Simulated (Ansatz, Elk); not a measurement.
## TiAsPRh: X-ray structure factors from the self-consistent density

The structure of TiAsPRh used here is made up (a known structure type with other elements) and was relaxed beforehand with r2SCAN. The aim is the Fourier transform of its all-electron density, F(hkl), set beside the sum over free spherical atoms that refinements use.

Method: DFT, PBE, all-electron APW+lo, Dirac cores, scalar-relativistic bands, static density, no spin, in Elk 11.2.3 (patched build).

The structure was built from a prototype and need not be the compound's stable phase.

## 1. Set-up

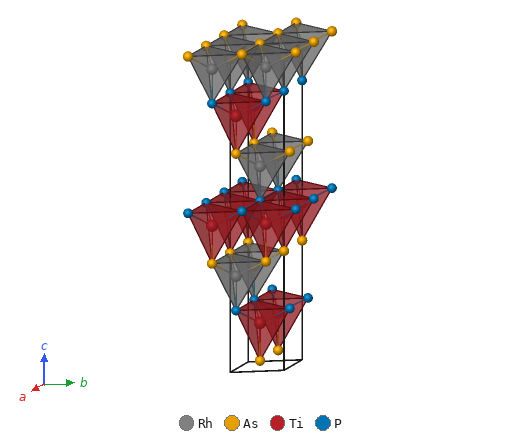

Start, viewed slightly off an axis; rhodium grey, arsenic orange, titanium red, phosphorus blue. 2×1×1 cells are drawn. This picture shows the conventional cell, with its axes. Some periodic images of atoms are drawn too.

As a file:

```cif
data_structure
_symmetry_space_group_name_H-M 'R3m:H'
_symmetry_Int_Tables_number 160
_cell_length_a 3.6100
_cell_length_b 3.6100
_cell_length_c 21.3120
_cell_angle_alpha 90.000
_cell_angle_beta 90.000
_cell_angle_gamma 120.000
_cell_volume 240.53
loop_
_atom_site_label
_atom_site_type_symbol
_atom_site_symmetry_multiplicity
_atom_site_Wyckoff_symbol
_atom_site_fract_x
_atom_site_fract_y
_atom_site_fract_z
_atom_site_occupancy
Rh1 Rh 3 a 0.66667 0.33333 0.32392 1
As1 As 3 a 0.33333 0.66667 0.04386 1
Ti1 Ti 3 a 0.33333 0.66667 0.16316 1
P1 P 3 a 0.66667 0.33333 0.21533 1
```

## 2. Ground state and structure factors

An all-electron density is needed, since X-rays see the cores too. Task 0 finds the density and task 195 Fourier-transforms it; tshift is off so that phases refer to the origin typed.

Contents of elk.in:

```
tasks
  0
  195

xctype
  20

spinpol
  .false.

rgkmax
  7.0

gmaxvr
  14.0

lmaxo
  7

lmaxapw
  8

swidth
  0.002

tshift
  .false.

ramdisk
  .false.

hmaxvr
  5.5

maxscl
  120

epspot
  1e-06

sppath
  './'

avec
  3.41097621473 1.96932803577 13.42459179035
  -3.41097621473 1.96932803577 13.42459179035
  0.00000000000 -3.93865607154 13.42459179035

atoms
  4
  'Rh.in'
  1
  0.0094146816 0.0094146816 0.0094146816   0.000000 0.000000 0.000000
  'As.in'
  1
  0.6228086248 0.6228086248 0.6228086248   0.000000 0.000000 0.000000
  'Ti.in'
  1
  0.5035082766 0.5035082766 0.5035082766   0.000000 0.000000 0.000000
  'P.in'
  1
  0.1180017769 0.1180017769 0.1180017769   0.000000 0.000000 0.000000

ngridk
  7 7 7
```

On the command line:

```bash
> OMP_NUM_THREADS=4 elk
```

Numbers of over 12 decimals in the logs are rounded to 6 here.

Log:

```text
┌─────────────────────────┐
│ Elk code version 11.2.3 │
└─────────────────────────┘

All units are atomic (Hartree, Bohr, etc.)

┌─────────────────────────────────────────────────┐
│ Ground-state run starting from atomic densities │
└─────────────────────────────────────────────────┘

Lattice vectors :
   3.410976215       1.969328036       13.42459179
  -3.410976215       1.969328036       13.42459179
   0.000000000      -3.938656072       13.42459179

Reciprocal lattice vectors :
  0.9210244973      0.5317537415      0.1560118278
 -0.9210244973      0.5317537415      0.1560118278
  0.1749875695E-17  -1.063507483      0.1560118278

Unit cell volume      :    541.0645667
Brillouin zone volume :   0.4584484527

Muffin-tin inner radius fraction :   0.1000000000E-01

Nuclei treated as point charges

Species : 1 (Rh)
 parameters loaded from : Rh.in
 name : rhodium
 nuclear charge    :   -45.00000000
 electronic charge :    45.00000000
 atomic mass :    187585.2511
 muffin-tin radius :    2.257110521
 number of radial points in muffin-tin :   1193
 inner part over the whole radius :   0.9941102898E-02
 number on inner part of muffin-tin    :    846
 approximate nuclear radius :   0.8524867730E-04
 number of mesh points to nuclear radius :    427
 atomic positions (lattice), magnetic fields (Cartesian) :
  1 :   0.00941468  0.00941468  0.00941468    0.00000000  0.00000000  0.00000000

Species : 2 (As)
 parameters loaded from : As.in
 name : arsenic
 nuclear charge    :   -33.00000000
 electronic charge :    33.00000000
 atomic mass :    136573.7220
 muffin-tin radius :    2.128849758
 number of radial points in muffin-tin :    993
 inner part over the whole radius :   0.9898225707E-02
 number on inner part of muffin-tin    :    700
 approximate nuclear radius :   0.7712558785E-04
 number of mesh points to nuclear radius :    344
 atomic positions (lattice), magnetic fields (Cartesian) :
  1 :   0.62280862  0.62280862  0.62280862    0.00000000  0.00000000  0.00000000

Species : 3 (Ti)
 parameters loaded from : Ti.in
 name : titanium
 nuclear charge    :   -22.00000000
 electronic charge :    22.00000000
 atomic mass :    87256.20317
 muffin-tin radius :    2.303003314
 number of radial points in muffin-tin :    993
 inner part over the whole radius :   0.9951824274E-02
 number on inner part of muffin-tin    :    698
 approximate nuclear radius :   0.6805665174E-04
 number of mesh points to nuclear radius :    326
 atomic positions (lattice), magnetic fields (Cartesian) :
  1 :   0.50350828  0.50350828  0.50350828    0.00000000  0.00000000  0.00000000

Species : 4 (P)
 parameters loaded from : P.in
 name : phosphorus
 nuclear charge    :   -15.00000000
 electronic charge :    15.00000000
 atomic mass :    56461.71230
 muffin-tin radius :    2.066101764
 number of radial points in muffin-tin :    793
 inner part over the whole radius :   0.9984890024E-02
 number on inner part of muffin-tin    :    553
 approximate nuclear radius :   0.6081821256E-04
 number of mesh points to nuclear radius :    249
 atomic positions (lattice), magnetic fields (Cartesian) :
  1 :   0.11800178  0.11800178  0.11800178    0.00000000  0.00000000  0.00000000

Total number of atoms per unit cell :    4
Total muffin-tin volume :    176.6888635
 ratio of muffin-tin to unit cell volume :   0.3265578166

Spin treatment :
 spin-unpolarised

Number of Bravais lattice symmetries :   12
Number of crystal symmetries         :    6
Crystal has no inversion symmetry
Complex Hermitian eigensolver will be used

k-point grid :      7     7     7
k-point offset :    0.000000000       0.000000000       0.000000000
k-point set is reduced with full crystal symmetry group
Total number of k-points :       84

Muffin-tin radius times maximum |G+k| :    7.000000000
 using average radius
Maximum |G+k| for APW functions       :    3.198148599
Maximum (1/2)|G+k|²                   :    5.114077229
Maximum |G| for potential and density :    14.00000000
Constant for pseudocharge density :    8
[...]
(states/Hartree/unit cell)

Estimated indirect band gap :   0.1856755429E-02
 from k-point 25 to k-point 68
Estimated direct band gap   :   0.1434925399E-01
 at k-point 21

Charges :
 core                        :    66.00000000
 valence                     :    49.00000000
 interstitial                :    8.140924281
 muffin-tins (core leakage)
  species : 1 (Rh)
   atom 1                    :    42.34429094     ( -0.2677332489E-07)
  species : 2 (As)
   atom 1                    :    30.84189059     (  0.7566131010E-03)
  species : 3 (Ti)
[...]
species : 4 (P)
[...]
total in muffin-tins        :    106.8590757
 total calculated charge     :    114.9985294
 total charge                :    115.0000000
 error                       :   0.1470638085E-02

RMS change in Kohn-Sham potential (target) :   0.3636873849     (  0.1000000000E-05)
Absolute change in total energy (target)   :   0.3862830296     (  0.1000000000E-03)

[... loops 3 to 16 left out ...]

┌──────────────────┐
│ Loop number : 17 │
└──────────────────┘

Energies :
 Fermi                       :     0.236551
 sum of occupied eigenvalues :     -4853.2654322440
 electron kinetic            :      8505.0935982923
 core electron kinetic       :      8094.9531190096
 Coulomb                     :     -16459.125093176
 Coulomb potential           :     -12983.277119760
 nuclear-nuclear             :     -878.87130096239
 electron-nuclear            :     -18198.171417837
 Hartree                     :      2617.9176256231
 Madelung                    :     -9967.4865332963
 xc potential                :     -375.08191077586
 exchange                    :     -282.71524835233
 correlation                 :     -5.558950
 electron entropic           :    -0.68781176742136E-03
 total energy                :     -8242.3063807312

Density of states at Fermi energy :    49.02846037
 (states/Hartree/unit cell)

Estimated indirect band gap :   0.4327412582E-02
 from k-point 61 to k-point 16
Estimated direct band gap   :   0.1299712157E-01
 at k-point 42

Charges :
 core                        :    66.00000000
 valence                     :    49.00000000
 interstitial                :    7.831912994
 muffin-tins (core leakage)
  species : 1 (Rh)
[...]
species : 2 (As)
[...]
species : 3 (Ti)
[...]
species : 4 (P)
[...]
total in muffin-tins        :    107.1680870
 total calculated charge     :    114.9985836
 total charge                :    115.0000000
 error                       :   0.1416412626E-02

RMS change in Kohn-Sham potential (target) :   0.9876606969E-06 (  0.1000000000E-05)
Absolute change in total energy (target)   :   0.3291368375E-04 (  0.1000000000E-03)

Convergence targets achieved

┌──────────────────┐
│ Loop number : 18 │
└──────────────────┘

Energies :
 Fermi                       :     0.236551
 sum of occupied eigenvalues :     -4853.2654208194
 electron kinetic            :      8505.0935763244
 core electron kinetic       :      8094.9531064180
 Coulomb                     :     -16459.125071711
 Coulomb potential           :     -12983.277102566
 nuclear-nuclear             :     -878.87130096239
 electron-nuclear            :     -18198.171390632
 Hartree                     :      2617.9176198832
 Madelung                    :     -9967.4865204279
 xc potential                :     -375.08189457789
 exchange                    :     -282.71524668692
 correlation                 :     -5.558950
 electron entropic           :    -0.68781146480517E-03
 total energy                :     -8242.3063795813

Density of states at Fermi energy :    49.02844385
 (states/Hartree/unit cell)

Estimated indirect band gap :   0.4327405290E-02
 from k-point 61 to k-point 16
Estimated direct band gap   :   0.1299709761E-01
 at k-point 42

Charges :
 core                        :    66.00000000
 valence                     :    49.00000000
 interstitial                :    7.831914366
 muffin-tins (core leakage)
  species : 1 (Rh)
[...]
species : 2 (As)
   atom 1                    :    30.77446870     (  0.7437589130E-03)
  species : 3 (Ti)
   atom 1                    :    20.18927135     ( -0.2168936870E-06)
  species : 4 (P)
   atom 1                    :    13.08496258     (  0.6965649051E-03)
 total in muffin-tins        :    107.1680856
 total calculated charge     :    114.9985836
 total charge                :    115.0000000
 error                       :   0.1416411827E-02

┌──────────────────────────────┐
│ Self-consistent loop stopped │
└──────────────────────────────┘

Warning : core states of species 2 leak from the muffin-tin :   0.7437589130E-03

Warning : core states of species 4 leak from the muffin-tin :   0.6965649051E-03

Wrote STATE.OUT
```

Run time: 85 s. Hardware: 4 threads of Arm Neoverse V1, shared host; peak memory 0.22 GiB.

SFACRHO.OUT:

```text

h k l indices transformed by vhmat matrix:
   1.000000000       0.000000000       0.000000000    
   0.000000000       1.000000000       0.000000000    
   0.000000000       0.000000000       1.000000000    

      h      k      l  multipl.   |H|            Re(F)            Im(F)           |F|

      0      0      0      1   0.0000000       115.00000     -0.58132095E-15   115.00000    
     -1     -1     -1      1  0.46803548       34.943660       5.8145525       35.424122    
      1      1      1      1  0.46803548       34.943660      -5.8145525       35.424122    
      2      2      2      1  0.93607097       49.471890      -24.422946       55.171987    
     -2     -2     -2      1  0.93607097       49.471890       24.422946       55.171987    
      0      0     -1      3   1.0748897       9.3999699       9.8186993       13.592876    
      0      1      0      3   1.0748897       9.3999699      -9.8186993       13.592876    
      1      1      0      3   1.1083352       56.511472       44.201819       71.745015    
     -1      0     -1      3   1.1083352       56.511472      -44.201819       71.745015    
     -1     -2     -1      3   1.2330788       14.695737      -13.370155       19.867705    
      2      1      1      3   1.2330788       14.695737       13.370155       19.867705    
      2      2      1      3   1.3189164       29.624765       20.253255       35.886223    
     -2     -2     -1      3   1.3189164       29.624765      -20.253255       35.886223    
     -3     -3     -3      1   1.4041065       4.1670873      -3.0352447       5.1553203    
      3      3      3      1   1.4041065       4.1670873       3.0352447       5.1553203    
      2      2      3      3   1.5243664       5.1064504       22.186253       22.766327    
     -2     -2     -3      3   1.5243664       5.1064504      -22.186253       22.766327    
     -3     -3     -2      3   1.6397525       76.991659      -11.821636       77.893945
```

Elk indexes on the primitive cell of elk.in and gives |H| = 4π sin θ/λ in inverse bohr. Below, one row stands for each form hkl of the conventional cell (m members, Friedel mates merged), F is for one primitive cell and the density is static (no thermal factor). Free-atom factors are Waasmaier and Kirfel's, and R is Σm||F|−|F'||/Σm|F|.

```tsv
hkl	m	sin θ/λ (Å⁻¹)	abs F, DFT	neutral atoms	diff.	abs of complex diff.
003	2	0.070	35.424	35.569	-0.145	0.155
006	2	0.141	55.172	54.920	+0.252	0.447
101	6	0.162	13.593	13.646	-0.053	0.055
012	6	0.167	71.745	71.637	+0.108	0.278
104	6	0.185	19.868	20.197	-0.329	0.377
015	6	0.198	35.886	36.068	-0.182	0.242
009	2	0.211	5.155	5.012	+0.143	0.171
107	6	0.229	22.766	22.838	-0.072	0.142
018	6	0.247	77.894	78.303	-0.409	0.409
110	6	0.277	77.801	78.042	-0.241	0.241
0 0 12	2	0.281	32.597	33.116	-0.519	0.570
1 0 10	6	0.284	68.954	69.332	-0.378	0.378
113	12	0.286	28.163	28.243	-0.080	0.102
0 1 11	6	0.304	22.900	23.020	-0.120	0.124
```

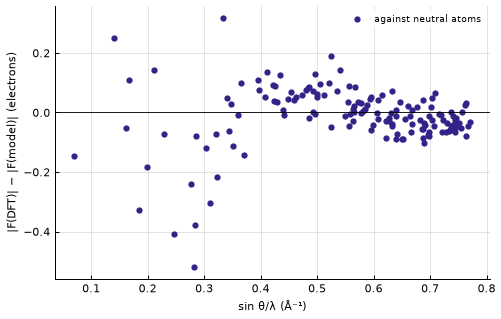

Difference between the calculated structure factors and the independent-atom ones.

## 3. The highest occupied states alone

An energy window below the Fermi level keeps the highest occupied states, to see at which angles they scatter; shallow core shells can lie inside it and anion s states outside. No new self-consistency is needed.

Edit elk.in of step 2 so:

```diff
@@ -1,3 +1,2 @@
 tasks
-  0
   195
@@ -40,2 +39,5 @@
 
+wsfac
+  -0.314690 0.536550
+
 sppath
```

On the command line:

```bash
> OMP_NUM_THREADS=4 elk
```

Log:

```text
┌─────────────────────────────────┐
│ Elk code version 11.2.3 started │
└─────────────────────────────────┘

Info(readinput): the functional depends on the density's gradient
 muffin-tin radial points multiplied by    2.00000
 (not where nrmtscf is given)

┌────────────────────┐
│ Current task : 195 │
└────────────────────┘
Info(checkmt): changed muffin-tin radius of species 1 (Rh) from   2.6000 to   2.2571
Info(checkmt): changed muffin-tin radius of species 2 (As) from   2.4000 to   2.1288
Info(checkmt): changed muffin-tin radius of species 3 (Ti) from   2.4000 to   2.3030
Info(checkmt): changed muffin-tin radius of species 4 (P) from   2.2000 to   2.0661

Info(sfacrho): density structure factors written to SFACRHO.OUT

 Energy window :  -0.3146900000      0.5365500000

┌──────────────────┐
│ Elk code stopped │
└──────────────────┘
```

It took 13 s on 4 threads; peak memory 0.17 GiB; 18 s of CPU time.

States within 15 eV below the Fermi level hold 23.00 electrons; any levels below the window count with the cores. Their amplitudes can exceed the total, where window and core parts have opposite phase:

```tsv
hkl	sin θ/λ (Å⁻¹)	abs F, window	abs F, all
003	0.070	5.066	35.424
006	0.141	6.395	55.172
101	0.162	3.619	13.593
012	0.167	7.025	71.745
104	0.185	2.522	19.868
015	0.198	2.343	35.886
009	0.211	2.749	5.155
107	0.229	2.040	22.766
018	0.247	3.200	77.894
110	0.277	2.341	77.801
```

(Continued in part 2 of 2.)

[Logs are printed without paths, hosts, clocks, repeated set-up lines and the standing remarks that a program may print on its own settings, such as how far it seeks lower states.]

[Hosts, paths, dates, database ids (printed as entryN), source tags and the programs' standing remarks are cut or masked in the printed files.]
